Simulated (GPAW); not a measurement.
# BH2SO2 (SMILES OB(O)[S]), run twice

Wanted: the charge distribution of BH2SO2, UPBE/dzp (scalar-relativistic datasets).

Program for the calculation: GPAW 26.7.0.

1 further run of the same task is left out (set aside as unsound or not needed).

**1. Starting point**

BH2SO2 has 6 atoms, charge 0, and is taken as a doublet. As SMILES, `OB(O)[S]`. The shape is that of a PBE0-D4/def2-TZVP optimisation. This is one conformer, not always the lowest.

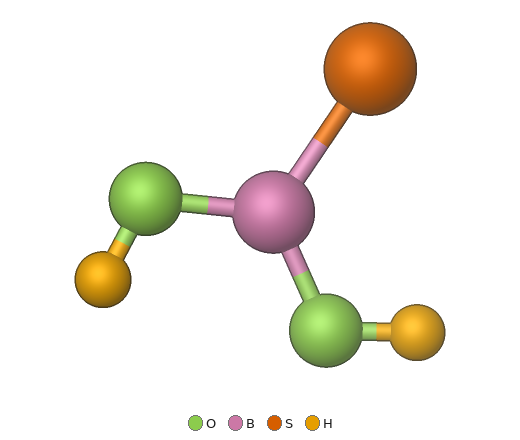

Viewed from a chosen angle; oxygen green, boron pink, sulfur orange, hydrogen amber.

**2. The input as first written**

run.py

```python
import numpy as np
from ase import Atoms
from ase.units import Debye
from gpaw import GPAW

mol = Atoms(['O', 'B', 'O', 'S', 'H', 'H'],
    positions=[[  0.166800,   1.048300,  -0.381600],
               [ -0.131800,  -0.234300,  -0.021200],
               [  0.605100,  -0.858600,   0.929400],
               [ -1.507300,  -1.149900,  -0.785000],
               [ -0.396500,   1.425800,  -1.059600],
               [  1.306000,  -0.295400,   1.271800]])
mol.center(vacuum=4.5)
mol.set_initial_magnetic_moments([0.25, 0.25, 0.25, 0.25, 0.0, 0.0])

gpaw_calc = GPAW(mode='lcao',
                 basis='dzp',
                 h=0.2,
                 xc='PBE',
                 occupations={'name': 'fermi-dirac', 'width': 1.0, 'fixmagmom': True},
                 maxiter=99,
                 symmetry='off',
                 txt='-')
mol.calc = gpaw_calc

energy = mol.get_potential_energy()
print(f'Energy = {energy:.5f} eV')
forces = mol.get_forces()
print('Forces (eV/Ang)')
for symbol, f in zip(mol.symbols, forces):
    print(f'{symbol:2} {f[0]:9.4f} {f[1]:9.4f} {f[2]:9.4f}')
dipole = mol.get_dipole_moment() / Debye
print(f'Dipole                  {np.linalg.norm(dipole):.3f} D')
```

On the command line:

```sh
$ python run.py
```

The log of the run:

```text
[...]
Number of symmetries: 1
[...]
  Number of IBZ points: 1
[...]
basis functions: 62
Spin-components: 2 (collinear spins)
Bands:           18
[...]
  Valence electrons: 23.0
[...]
  Grid points: [60 56 56]
  Charge: 0.0  # |e|
[...]
    cutoffs:
[...]
occupation numbers:
  Fixed magnetic moment: 1.000
[...]
xc functional:
  name: PBE with 2 nearest neighbor stencil
[...]
|iter     |     time |      energy | eigst |  dens |  magmom |
[...]
|iter:   1| 00:00:03 |  -32.413289 |      c|       |  +0.9985|
[...]
|iter:  11| 00:00:11 |  -30.926326c|      c| -4.40c|  +1.0000|
Converged in 11 steps
[...]
Energy contributions relative to reference atoms: (reference = -15633.794392)
Energy contributions:
  Kinetic:          36.937286
  Coulomb:         -36.131801
  Zero:              0.861905
  External:          0.000000
  Xc:              -31.177410
  Entropy:          -2.832612
  Spinorbit:         0.000000
  ----------------------------
  Free energy:     -32.342632
  Extrapolated:    -30.926326
dipole moment: (0.209980, 0.386953, -0.003221)  # |e|*Ang
Total magnetic moment: (0.000000, 0.000000, 1.000003)
Local magnetic moments
|        x |        y |        z |
|----------|----------|----------|
| 0.000000 | 0.000000 | 0.052299 |  # O    0
| 0.000000 | 0.000000 | 0.007252 |  # B    1
| 0.000000 | 0.000000 | 0.045501 |  # O    2
| 0.000000 | 0.000000 | 0.377570 |  # S    3
| 0.000000 | 0.000000 | 0.001311 |  # H    4
| 0.000000 | 0.000000 | 0.002093 |  # H    5
Fermi levels: -2.863, -5.224
Eigenvalues  # (at kpt = [0.000, 0.000, 0.000])
| band index |      eig [eV] | occ [0-1] |      eig [eV] | occ [0-1] |
|------------|---------------|-----------|---------------|-----------|
|          0 |       -26.534 |     1.000 |       -26.427 |     1.000 |
|        ... |               |           |               |           |
|          4 |       -13.760 |     1.000 |       -13.659 |     1.000 |
|          5 |       -10.430 |     0.999 |       -10.234 |     0.993 |
|          6 |        -9.915 |     0.999 |        -9.746 |     0.989 |
|          7 |        -9.266 |     0.998 |        -9.169 |     0.981 |
|          8 |        -8.039 |     0.994 |        -7.864 |     0.933 |
|          9 |        -8.025 |     0.994 |        -7.745 |     0.926 |
|         10 |        -6.384 |     0.971 |        -5.703 |     0.617 |
|         11 |        -6.232 |     0.967 |        -5.441 |     0.554 |
|         12 |         0.351 |     0.039 |         0.577 |     0.003 |
|         13 |         0.921 |     0.022 |         1.032 |     0.002 |
[...]
Gap: 5.792 eV
Transition (v -> c):
[...]
Forces (eV/Ang)
O     1.1754    0.6575    0.7559
B    -0.6777   -0.2349   -0.4525
O    -0.1507   -1.2487    0.4345
S    -0.4737   -0.3056   -0.3034
H    -0.8688    0.4562   -0.9780
H     1.0375    0.7883    0.5325
Dipole                  2.115 D
```

It took 12 s on 1 thread of Arm Neoverse V2, shared host; peak memory 0.7 GiB.

**3. Reading the log**

The run finished; that doesn't make the result usable.

The fault: the smearing is far too wide. To mend it: width 0.02 in place of 1.

**4. Second attempt**

run.py

```python
import numpy as np
from ase import Atoms
from ase.units import Debye
from gpaw import GPAW

system = Atoms(['O', 'B', 'O', 'S', 'H', 'H'],
    positions=[[  0.166800,   1.048300,  -0.381600],
               [ -0.131800,  -0.234300,  -0.021200],
               [  0.605100,  -0.858600,   0.929400],
               [ -1.507300,  -1.149900,  -0.785000],
               [ -0.396500,   1.425800,  -1.059600],
               [  1.306000,  -0.295400,   1.271800]])
system.center(vacuum=4.5)
system.set_initial_magnetic_moments([0.25, 0.25, 0.25, 0.25, 0.0, 0.0])

calculator = GPAW(mode='lcao',
                  basis='dzp',
                  h=0.2,
                  xc='PBE',
                  occupations={'name': 'fermi-dirac', 'width': 0.02, 'fixmagmom': True},
                  maxiter=100,
                  symmetry='off',
                  txt='-')
system.calc = calculator

energy = system.get_potential_energy()
print(f'Energy = {energy:.5f} eV')
forces = system.get_forces()
print('Forces (eV/Ang)')
for symbol, f in zip(system.symbols, forces):
    print(f'{symbol:2} {f[0]:9.4f} {f[1]:9.4f} {f[2]:9.4f}')
dipole = system.get_dipole_moment() / Debye
print(f'Dipole: {np.linalg.norm(dipole):.3f} D')
```

On the command line:

```sh
$ python run.py
```

The log of the run:

```text
[...]
Number of symmetries: 1
[...]
  Number of IBZ points: 1
[...]
basis functions: 62
Spin-components: 2 (collinear spins)
Bands:           18
[...]
  Valence electrons: 23.0
[...]
  Grid points: [60 56 56]
  Charge: 0.0  # |e|
[...]
    cutoffs:
[...]
occupation numbers:
  Fixed magnetic moment: 1.000
[...]
xc functional:
  name: PBE with 2 nearest neighbor stencil
[...]
|iter     |     time |      energy | eigst |  dens |  magmom |
[...]
|iter:   1| 00:00:03 |  -32.177959 |      c|       |  +0.9985|
[...]
|iter:  11| 00:00:10 |  -30.765070c|      c| -4.60c|  +1.0000|
Converged in 11 steps
[...]
Energy contributions relative to reference atoms: (reference = -15633.794392)
Energy contributions:
  Kinetic:          35.899350
  Coulomb:         -35.511175
  Zero:              0.864471
  External:          0.000000
  Xc:              -32.017715
  Entropy:          -0.000001
  Spinorbit:         0.000000
  ----------------------------
  Free energy:     -30.765070
  Extrapolated:    -30.765070
dipole moment: (0.119809, 0.348206, -0.063702)  # |e|*Ang
Total magnetic moment: (0.000000, 0.000000, 1.000004)
Local magnetic moments
|        x |        y |         z |
|----------|----------|-----------|
| 0.000000 | 0.000000 |  0.024430 |  # O    0
| 0.000000 | 0.000000 | -0.006913 |  # B    1
| 0.000000 | 0.000000 |  0.005961 |  # O    2
| 0.000000 | 0.000000 |  0.477343 |  # S    3
| 0.000000 | 0.000000 |  0.000197 |  # H    4
| 0.000000 | 0.000000 |  0.001826 |  # H    5
Fermi levels: -3.804, -5.511
Eigenvalues  # (at kpt = [0.000, 0.000, 0.000])
| band index |      eig [eV] | occ [0-1] |      eig [eV] | occ [0-1] |
|------------|---------------|-----------|---------------|-----------|
|          0 |       -26.195 |     1.000 |       -26.159 |     1.000 |
|        ... |               |           |               |           |
|          4 |       -13.489 |     1.000 |       -13.408 |     1.000 |
|          5 |       -10.310 |     1.000 |       -10.093 |     1.000 |
|          6 |        -9.534 |     1.000 |        -9.517 |     1.000 |
|          7 |        -8.890 |     1.000 |        -8.859 |     1.000 |
|          8 |        -8.011 |     1.000 |        -7.737 |     1.000 |
|          9 |        -7.603 |     1.000 |        -7.588 |     1.000 |
|         10 |        -7.071 |     1.000 |        -5.775 |     1.000 |
|         11 |        -6.122 |     1.000 |        -5.248 |     0.000 |
|         12 |         0.681 |     0.000 |         0.691 |     0.000 |
|         13 |         1.088 |     0.000 |         1.124 |     0.000 |
[...]
Gap: 5.928 eV
Transition (v -> c):
[...]
Forces (eV/Ang)
O     0.8279    0.4944    0.5287
B    -0.4027   -0.2052   -0.2251
O    -0.2643   -1.1252    0.2758
S    -0.2375   -0.1693   -0.1625
H    -0.6948    0.4357   -0.8152
H     0.8139    0.6842    0.3869
Dipole: 1.795 D
```

Run time: 12 s. Hardware: 1 thread of Arm Neoverse V2, shared host; peak memory 0.7 GiB.

**5. Outcome**

At UPBE/dzp (scalar-relativistic datasets):

| quantity | value |
| --- | --- |
| energy as printed (from the program's reference atoms) | -30.7651 eV |
| dipole moment | 1.80 D |
| HOMO energy (highest over α and β) | -5.77 eV |
| LUMO energy (lowest over α and β) | -5.25 eV |

The first attempt's energy was -0.161 eV off this one.
